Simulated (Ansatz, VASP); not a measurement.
# MnS: VASP beside Ansatz

Wanted: the spread between two codes on one cell, functional and k mesh. The start cell is built, not measured: As first built, before any earlier steps moved the atoms: it takes the MnSe structure with some of its atoms replaced by other elements, volume scaled by an estimate. The cell comes out of earlier VASP steps on this material, which relaxed, scaled or displaced it; both programs get it as it stands.

Method: plane waves, with VASP 6.6.1 beside it; band structure at HSE06, in Ansatz 0.2.0.

### 1. Set-up

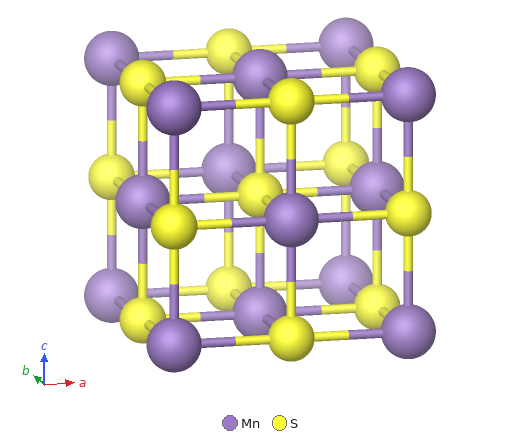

The starting structure, seen slightly off an axis (manganese light purple, sulfur yellow). This picture shows the conventional cell, with its axes. Some periodic images of atoms are drawn too.

As a file:

```
Mn S
1.0
     0.00000    2.55584    2.55584
     2.55584    0.00000    2.55584
     2.55584    2.55584    0.00000
Mn S
1 1
Cartesian
  0.0000 0.0000 0.0000
  2.5558 2.5558 2.5558
```

### 2. VASP: band structure, HSE06

The same path points are solved in both programs, so levels can be compared one by one.

Lines of VASP's logs that name or quote its potential files are left out, and so is its time.

File INCAR:

```
SYSTEM = MnS
PREC = Accurate
ENCUT = 400
EDIFF = 1E-06
NELM = 100
ISMEAR = 0
SIGMA = 0.02
LREAL = .FALSE.
ALGO = Normal
LHFCALC = .TRUE.
AEXX = 0.25
GGA = PE
HFSCREEN = 0.2
LASPH = .TRUE.
NBANDS = 16
ISPIN = 2
MAGMOM = 4 0
LMAXMIX = 4
PRECFOCK = Fast
LORBIT = 11
LWAVE = .FALSE.
LCHARG = .FALSE.
KPAR = 4
```

File POSCAR:

```
MnS
1.0
    0.0000000000      2.5558353322      2.5558353322
    2.5558353322      0.0000000000      2.5558353322
    2.5558353322      2.5558353322      0.0000000000
Mn S
1 1
Direct
    0.0000000000      0.0000000000      0.0000000000
    0.5000000000      0.5000000000      0.5000000000
```

File KPOINTS:

```
Automatic mesh
0
Gamma
5 5 5
0 0 0
```

File KPOINTS_OPT:

```
Line mode
6
Line-mode
Reciprocal
  0.00000000   0.00000000   0.00000000 GAMMA
  0.50000000   0.00000000   0.50000000 X

  0.50000000   0.00000000   0.50000000 X
  0.50000000   0.25000000   0.75000000 W

  0.50000000   0.25000000   0.75000000 W
  0.37500000   0.37500000   0.75000000 K

  0.37500000   0.37500000   0.75000000 K
  0.00000000   0.00000000   0.00000000 GAMMA

  0.00000000   0.00000000   0.00000000 GAMMA
  0.50000000   0.50000000   0.50000000 L

  0.50000000   0.50000000   0.50000000 L
  0.62500000   0.25000000   0.62500000 U

  0.62500000   0.25000000   0.62500000 U
  0.50000000   0.25000000   0.75000000 W

  0.50000000   0.25000000   0.75000000 W
  0.50000000   0.50000000   0.50000000 L

  0.50000000   0.50000000   0.50000000 L
  0.37500000   0.37500000   0.75000000 K

  0.62500000   0.25000000   0.62500000 U
  0.50000000   0.00000000   0.50000000 X
```

PAW data sets: Mn_pv and S (PBE family, release 64).

On the command line:

```console
$ mpirun -np 4 vasp_std
```

Numbers of over 12 decimals in the logs are rounded to 6 here.

Log:

```text
[banner, memory and clock lines left out]
running    4 mpi-ranks, on    1 nodes
 distrk:  each k-point on    1 cores,    4 groups
 distr:  one band on    1 cores,    1 groups

 POSCAR found type information on POSCAR MnS
 POSCAR found :  2 types and       2 ions
 LDA part: xc-table for (Slater+PW92), standard interpolation
 found WAVECAR, reading the header
 POSCAR, INCAR and KPOINTS ok, starting setup
 FFT: planning ... GRIDC
 FFT: planning ... GRID_SOFT
 FFT: planning ... GRID
 reading WAVECAR
 the WAVECAR file was read successfully
 initial charge from wavefunction
 entering main loop
       N       E                     dE             d eps       ncg     rms          rms(c)
DAV:   1    -0.203083682639E+02   -0.20308E+02   -0.52848E-01   664   0.108E+01    0.453E+00
DAV:   2    -0.204367825017E+02   -0.12841E+00   -0.21081E-01   696   0.486E+00    0.311E+00
DAV:   3    -0.204376003658E+02   -0.81786E-03   -0.39460E-02   688   0.166E+00    0.180E+00
DAV:   4    -0.204390791175E+02   -0.14788E-02   -0.58225E-03   664   0.694E-01    0.108E+00
DAV:   5    -0.204395694147E+02   -0.49030E-03   -0.99315E-04   672   0.281E-01    0.619E-01
DAV:   6    -0.204397717672E+02   -0.20235E-03   -0.18652E-04   664   0.107E-01    0.360E-01
DAV:   7    -0.204398081329E+02   -0.36366E-04   -0.68728E-05   672   0.804E-02    0.210E-01
DAV:   8    -0.204398345247E+02   -0.26392E-04   -0.21268E-05   664   0.406E-02    0.118E-01
DAV:   9    -0.204398388906E+02   -0.43660E-05   -0.97189E-06   664   0.291E-02    0.694E-02
DAV:  10    -0.204398425314E+02   -0.36408E-05   -0.28522E-06   672   0.159E-02    0.394E-02
DAV:  11    -0.204398429220E+02   -0.39057E-06   -0.11109E-06   592   0.102E-02
   1 F= -.20439843E+02 E0= -.20439843E+02  d E =-.218158E-42  mag=     5.0016
 Start KPOINTS_OPT (optional k-point list driver)
k-point batch [1-10\60]
       N       E                     dE             ncg
DAV:   1    -0.938055467033E+03   -0.56793E+04      696
DAV:   2    -0.241263230524E+04   -0.14746E+04      720
DAV:   3    -0.247747849658E+04   -0.64846E+02      760
DAV:   4    -0.247865923081E+04   -0.11807E+01      848
DAV:   5    -0.247867998982E+04   -0.20759E-01      824
DAV:   6    -0.247868060012E+04   -0.61030E-03      808
DAV:   7    -0.247868062400E+04   -0.23877E-04      792
DAV:   8    -0.247868062503E+04   -0.10314E-05      696
DAV:   9    -0.247868062513E+04   -0.96422E-07      600
[...]
k-point batch [51-60\60]
       N       E                     dE             ncg
DAV:   1    -0.929500630161E+03   -0.75190E+04      656
DAV:   2    -0.243079563292E+04   -0.15013E+04      704
DAV:   3    -0.249649347772E+04   -0.65698E+02      792
DAV:   4    -0.249769145606E+04   -0.11980E+01      832
DAV:   5    -0.249771129014E+04   -0.19834E-01      816
DAV:   6    -0.249771182270E+04   -0.53256E-03      808
DAV:   7    -0.249771184252E+04   -0.19825E-04      800
DAV:   8    -0.249771184332E+04   -0.79115E-06      664
```

OUTCAR, selected parts (step 2):

```text
ion  position               nearest neighbor table
   1  0.000  0.000  0.000-   2 2.56   2 2.56   2 2.56   2 2.56   2 2.56   2 2.56
   2  0.500  0.500  0.500-   1 2.56   1 2.56   1 2.56   1 2.56   1 2.56   1 2.56

  LATTYP: Found a face centered cubic cell.
 ALAT       =     5.1116706644

 Subroutine GETGRP returns: Found 48 space group operations
 (whereof 48 operations were pure point group operations)

The static configuration has the point symmetry O_h .

 Found     10 irreducible k-points:

   k-points           NKPTS =     10   k-points in BZ     NKDIM =    125   number of bands    NBANDS=     16

   dimension x,y,z NGX =    24 NGY =   24 NGZ =   24
   dimension x,y,z NGXF=    48 NGYF=   48 NGZF=   48

   ENCUT  =  400.0 eV  29.40 Ry    5.42 a.u.   5.89  5.89  5.89*2*pi/ulx,y,z

   NELECT =      19.0000    total number of electrons

 k-points in reciprocal lattice and weights: Automatic mesh
   0.00000000  0.00000000  0.00000000       0.008
   0.20000000  0.00000000  0.00000000       0.064
   0.40000000  0.00000000  0.00000000       0.064
   0.20000000  0.20000000  0.00000000       0.048
   0.40000000  0.20000000  0.00000000       0.192
  -0.40000000  0.20000000  0.00000000       0.192
  -0.20000000  0.20000000  0.00000000       0.096
   0.40000000  0.40000000  0.00000000       0.048
  -0.40000000  0.40000000  0.00000000       0.096
  -0.40000000  0.40000000  0.20000000       0.192

  exchange ACFDT corr.  =         0.00000000  see jH, gK, PRB 81, 115126

 average (electrostatic) potential at core
       1 -61.0502       2 -80.7256

 E-fermi :   6.8875

 spin component 1
 k-point     1 :       0.0000    0.0000    0.0000
  band No.  band energies     occupation
    ...
      8       1.6266      1.00000
      9       1.6266      1.00000
     10       4.8134      1.00000
     11       4.8134      1.00000
     12       4.8134      1.00000
     13       9.9906      0.00000
     14      16.5065      0.00000
     15      16.5065      0.00000
     16      16.5065      0.00000

 k-point     2 :       0.2000    0.0000    0.0000
  band No.  band energies     occupation
    ...
      8       1.7897      1.00000
      9       1.7897      1.00000
     10       3.2815      1.00000
     11       5.5820      1.00000
     12       5.5820      1.00000
     13      11.5554      0.00000
     14      14.9522      0.00000
     15      15.7691      0.00000
     16      15.7691      0.00000

 k-point     3 :       0.4000    0.0000    0.0000
  band No.  band energies     occupation
    ...
      8       2.0829      1.00000
      9       2.0830      1.00000
     10       2.8078      1.00000
     11       6.6457      1.00000
     12       6.6457      1.00000
     13      10.7407      0.00000
     14      13.5758      0.00000
     15      13.5758      0.00000
     16      17.1216      0.00000

 k-point     4 :       0.2000    0.2000    0.0000
  band No.  band energies     occupation
    ...
      8       1.5989      1.00000
      9       1.7116      1.00000
     10       4.4706      1.00000
     11       4.4706      1.00000
     12       4.4883      1.00000
     13      12.4148      0.00000
     14      14.3596      0.00000
     15      14.4676      0.00000
     16      16.7714      0.00000

 k-point     5 :       0.4000    0.2000    0.0000
  band No.  band energies     occupation
    ...
      8       1.8514      1.00000
      9       2.1078      1.00000
     10       2.9298      1.00000
     11       4.8606      1.00000
     12       5.3187      1.00000
     13      11.4222      0.00000
     14      13.3991      0.00000
     15      15.3047      0.00000
     16      16.1200      0.00000

 k-point     6 :      -0.4000    0.2000    0.0000
  band No.  band energies     occupation
    ...
      8       2.1193      1.00000
      9       2.1262      1.00000
     10       2.7783      1.00000
     11       4.5968      1.00000
     12       6.1138      1.00000
     13      11.4430      0.00000
     14      13.5500      0.00000
     15      14.7094      0.00000
     16      16.5817      0.00000

  energy-cutoff  :      400.00
  volume of cell :       33.39
      direct lattice vectors                 reciprocal lattice vectors
     0.000000000  2.555835332  2.555835332    -0.195630757  0.195630757  0.195630757
     2.555835332  0.000000000  2.555835332     0.195630757 -0.195630757  0.195630757
     2.555835332  2.555835332  0.000000000     0.195630757  0.195630757 -0.195630757

 POSITION                                       TOTAL-FORCE (eV/Angst)
 -----------------------------------------------------------------------------------
      0.00000      0.00000      0.00000        -0.000000     -0.000000     -0.000000
      2.55584      2.55584      2.55584         0.000000      0.000000      0.000000
 -----------------------------------------------------------------------------------
    total drift:                                0.000000     -0.000000      0.000001

  FREE ENERGIE OF THE ION-ELECTRON SYSTEM (eV)
  ---------------------------------------------------
  free  energy   TOTEN  =       -20.4398429220 eV

  energy  without entropy=      -20.4398429220  energy(sigma->0) =      -20.43984292

 total charge
# of ion       s       p       d       tot
------------------------------------------
    1        0.220   6.187   4.904  11.310
    2        1.313   2.510   0.000   3.823
--------------------------------------------------
tot          1.533   8.697   4.904  15.133

 magnetization (x)
# of ion       s       p       d       tot
------------------------------------------
    1        0.044   0.037   4.458   4.538
    2        0.025   0.101   0.000   0.127
--------------------------------------------------
tot          0.069   0.138   4.458   4.665

[... 6 further parts left out ...]
```

[end of part 1 of 2]

[Lines on the potential files, build, host, timing and source positions are cut from VASP's logs without a mark.]

[Logs are printed without paths, hosts, clocks, repeated set-up lines and the standing remarks that a program may print on its own settings, such as how far it seeks lower states.]

[Hosts, paths, dates, database ids (printed as entryN), source tags and the programs' standing remarks are cut or masked in the printed files.]
